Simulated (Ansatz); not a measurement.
# Cl₃H₄InOSi: how energies converge with the basis set

Aim: see how fast density functionals converge with the basis set for Cl₃H₄InOSi.

The runs use Ansatz 0.2.0, Gaussian basis; one geometry, several basis sets.

Plan: PBE0-D4/def2-SVP; ωB97M-V/def2-SVP; PBE0-D4/def2-QZVPP; ωB97M-V/def2-QZVPP; the functionals' def2-TZVPP values are taken from earlier runs.

**1. The relaxed structure**

An earlier PBE0-D4 in a triple-zeta def2 set relaxation fixed the geometry. In takes the def2 core potential; no spin-orbit term is included.

SMILES `[SiH3][OH+][In-]([Cl])([Cl])[Cl]`, 10 atoms, charge 0, spin multiplicity 1.

Atoms are counted from 1 here; the program's logs count them from 0.

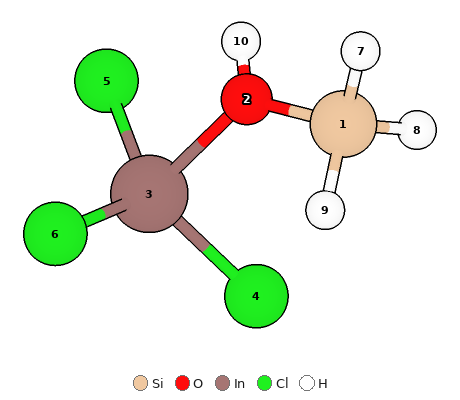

The geometry (silicon light orange, oxygen red, indium brown, chlorine green, hydrogen white); atoms are numbered from 1 in the order of the file.

**2. PBE0-D4 in def2-SVP**

Input file in.yaml:

```yaml
crystal:
  periodic: [false, false, false]
  atoms:
    - {symbol: Si, position_ang: [0.487016, -1.350002, 0.918390]}
    - {symbol: O, position_ang: [0.711213, 0.090770, 0.053453]}
    - {symbol: In, position_ang: [-0.861619, 1.429489, -0.900752]}
    - {symbol: Cl, position_ang: [-2.338193, -0.281516, -1.421298]}
    - {symbol: Cl, position_ang: [0.679801, 2.121428, -2.497897]}
    - {symbol: Cl, position_ang: [-1.417527, 2.853860, 0.828919]}
    - {symbol: H, position_ang: [1.657389, -1.510770, 1.811751]}
    - {symbol: H, position_ang: [0.393556, -2.484437, -0.025629]}
    - {symbol: H, position_ang: [-0.764829, -1.131964, 1.665557]}
    - {symbol: H, position_ang: [1.536392, 0.211840, -0.429594]}
basis:
  gaussian: {orbitals: def2-SVP}
hamiltonian: {xc: pbe0, dispersion: d4}
output: {orbitals: {seedname: orbitals}}
```

On the command line:

```
$ ansatz run in.yaml --threads 4 --pin off --events-out ev --progress --plain --max-ram 11315MiB
```

What it wrote:

```text
Functional definition: PBE0
  name "PBE0"
  cite "Adamo & Barone, J. Chem. Phys. 110, 6158 (1999) doi:10.1063/1.478522"
  cite "Perdew, Burke & Ernzerhof, Phys. Rev. Lett. 77, 3865 (1996) doi:10.1103/PhysRevLett.77.3865"
  parent pbe
  parameter a = 0.25
  parameter kappa = 0.804
  parameter beta = 0.06672455060314922
  exchange = (1 - a)*pbe_x(kappa = kappa, mu = beta*pi^2/3) + a*exact_x
  correlation = pbe_c(beta = beta)
1314 factors; integrals over basis functions are off by at most 1.2e-3 eV
mean field evaluation 1: about -52699.5011 eV, gradient 4.5e1 eV
mean field evaluation 2: about -52695.7758 eV, gradient 6.4e1 eV
mean field evaluation 4: about -52703.2731 eV, gradient 2.2e0 eV
mean field evaluation 8: about -52703.3871 eV, gradient 1.8e-1 eV
mean field evaluation 16: about -52703.3872 eV, gradient 1.5e-5 eV
mean field -52703.38720094 eV, -1936.8137559955 hartree, gradient 1.5e-5 eV, S^2 0.000000; 0 other end points of the search recorded, 0 dependent functions left out
reference -52703.38724026 eV, -1936.8137574408 hartree; 49, 49 occupied and 83, 83 virtual orbitals, 1314 factors
Total energy: -52703.68602372 eV, -1936.8247375302 hartree
```

It took 2.3 s on 4 threads of Arm Neoverse V2, shared host; peak memory 0.36 GiB.

**3. ωB97M-V in def2-SVP**

in.yaml: that of step 2 with these lines changed.

```diff
@@ -15,3 +15,3 @@
   gaussian: {orbitals: def2-SVP}
-hamiltonian: {xc: pbe0, dispersion: d4}
+hamiltonian: {xc: {name: wB97M-V}}
 output: {orbitals: {seedname: orbitals}}
```

Launched as before.

What it wrote, shortened:

```text
Functional definition: wB97M-V
  name "wB97M-V"
  cite "Mardirossian & Head-Gordon, J. Chem. Phys. 144, 214110 (2016) doi:10.1063/1.4952647"
  cite "Becke, J. Chem. Phys. 107, 8554 (1997) doi:10.1063/1.475007"
  cite "Vydrov & Van Voorhis, J. Chem. Phys. 133, 244103 (2010) doi:10.1063/1.3521275"
  # Of w^i u^j: cxij and so on, Table III.
[...]
  gx(w, u) = 1 - cx + cx01*u + cx10*w
  gss(w, u) = css00 + css04*u^4 + css10*w + css20*w^2 + css43*w^4*u^3
  gos(w, u) = cos00 + cos10*w + (cos20 + cos21*u)*w^2 + (cos60 + cos61*u)*w^6
[...]
      + integral(e_c_pw_mod_opposite_spin*gos(b97_w_opposite, b97_u_opposite)) + vv10(b, c)
1314 factors; integrals over basis functions are off by at most 1.2e-3 eV
353 factors; integrals over basis functions are off by at most 4.5e-6 eV
[...]
mean field -52717.00129201 eV, -1937.3140646146 hartree, gradient 3.5e-5 eV, S^2 0.000000; 0 other end points of the search recorded, 0 dependent functions left out
reference -52717.00135513 eV, -1937.3140669340 hartree; 49, 49 occupied and 83, 83 virtual orbitals, 1314 factors
Total energy: -52717.00135513 eV, -1937.3140669340 hartree
```

Wall time 9.5 s (4 threads of Arm Neoverse V2, shared host); peak memory 0.55 GiB.

**4. PBE0-D4 in def2-QZVPP**

in.yaml: that of step 3 with these lines changed.

```diff
@@ -14,4 +14,4 @@
 basis:
-  gaussian: {orbitals: def2-SVP}
-hamiltonian: {xc: {name: wB97M-V}}
+  gaussian: {orbitals: "def2-QZVPP.json"}
+hamiltonian: {xc: pbe0, dispersion: d4}
 output: {orbitals: {seedname: orbitals}}
```

The command is unchanged.

What it wrote:

```text
Functional definition: PBE0
  name "PBE0"
  cite "Adamo & Barone, J. Chem. Phys. 110, 6158 (1999) doi:10.1063/1.478522"
  cite "Perdew, Burke & Ernzerhof, Phys. Rev. Lett. 77, 3865 (1996) doi:10.1103/PhysRevLett.77.3865"
  parent pbe
  parameter a = 0.25
  parameter kappa = 0.804
  parameter beta = 0.06672455060314922
  exchange = (1 - a)*pbe_x(kappa = kappa, mu = beta*pi^2/3) + a*exact_x
  correlation = pbe_c(beta = beta)
2405 factors; their error is unknown
mean field evaluation 1: about -52718.4107 eV, gradient 5.5e1 eV
mean field evaluation 2: about -52712.0020 eV, gradient 8.2e1 eV
mean field evaluation 4: about -52723.4021 eV, gradient 3.6e0 eV
mean field evaluation 8: about -52723.4224 eV, gradient 4.3e-2 eV
mean field evaluation 16: about -52723.5121 eV, gradient 8.8e-5 eV
mean field -52723.51210934 eV, -1937.5533327382 hartree, gradient 8.8e-5 eV, S^2 0.000000; 0 other end points of the search recorded, 0 dependent functions left out
reference -52723.51215493 eV, -1937.5533344134 hartree; 49, 49 occupied and 490, 490 virtual orbitals, 2405 factors
Total energy: -52723.81093838 eV, -1937.5643145028 hartree
```

Wall time 21 s (4 threads of Arm Neoverse V2, shared host); peak memory 3.4 GiB.

**5. ωB97M-V in def2-QZVPP**

in.yaml: that of step 4 with these lines changed.

```diff
@@ -15,3 +15,3 @@
   gaussian: {orbitals: "def2-QZVPP.json"}
-hamiltonian: {xc: pbe0, dispersion: d4}
+hamiltonian: {xc: {name: wB97M-V}}
 output: {orbitals: {seedname: orbitals}}
```

The command is unchanged.

What it wrote, shortened:

```text
Functional definition: wB97M-V
  name "wB97M-V"
  cite "Mardirossian & Head-Gordon, J. Chem. Phys. 144, 214110 (2016) doi:10.1063/1.4952647"
  cite "Becke, J. Chem. Phys. 107, 8554 (1997) doi:10.1063/1.475007"
  cite "Vydrov & Van Voorhis, J. Chem. Phys. 133, 244103 (2010) doi:10.1063/1.3521275"
  # Of w^i u^j: cxij and so on, Table III.
[...]
  gx(w, u) = 1 - cx + cx01*u + cx10*w
  gss(w, u) = css00 + css04*u^4 + css10*w + css20*w^2 + css43*w^4*u^3
  gos(w, u) = cos00 + cos10*w + (cos20 + cos21*u)*w^2 + (cos60 + cos61*u)*w^6
[...]
      + integral(e_c_pw_mod_opposite_spin*gos(b97_w_opposite, b97_u_opposite)) + vv10(b, c)
2297 factors; their error is unknown
423 factors; integrals over basis functions are off by at most 3.6e-5 eV
[...]
mean field -52736.97369290 eV, -1938.0480368095 hartree, gradient 2.3e-5 eV, S^2 0.000000; 0 other end points of the search recorded, 0 dependent functions left out
reference -52736.97376901 eV, -1938.0480396065 hartree; 49, 49 occupied and 490, 490 virtual orbitals, 2297 factors
Total energy: -52736.97376901 eV, -1938.0480396065 hartree
```

It took 46 s on 4 threads of Arm Neoverse V2, shared host; peak memory 3.4 GiB.

**6. Density functionals: the series**

The def2-TZVPP values come from earlier runs at the same geometry.

```csv
functional,basis,functions,energy (eV),from the largest (eV),HOMO (eV),LUMO (eV)
PBE0-D4,def2-SVP,132,-52703.6860,20.125,-8.67,-1.80
PBE0-D4,def2-TZVPP,305,-52722.2705,1.540,-8.88,-2.01
PBE0-D4,def2-QZVPP,539,-52723.8109,0.000,-8.91,-2.07
ωB97M-V,def2-SVP,132,-52717.0014,19.972,-10.88,0.27
ωB97M-V,def2-TZVPP,305,-52735.5162,1.458,-11.16,-0.09
ωB97M-V,def2-QZVPP,539,-52736.9738,0.000,-11.20,-0.25
```

**7. Summary of results**

```
                                       quantity           value
PBE0-D4: double and triple zeta above quadruple  20.12, 1.54 eV
ωB97M-V: double and triple zeta above quadruple  19.97, 1.46 eV
```

**Reading.** For PBE0-D4 the step from double to triple zeta gains 18.58 eV and the next only 1.54 eV. These are total energies; as a rule much of such shifts cancels in differences, which this series doesn't test.

For PBE0-D4 the largest set took about 9 times as long as the smallest (21 s against 2.3 s).
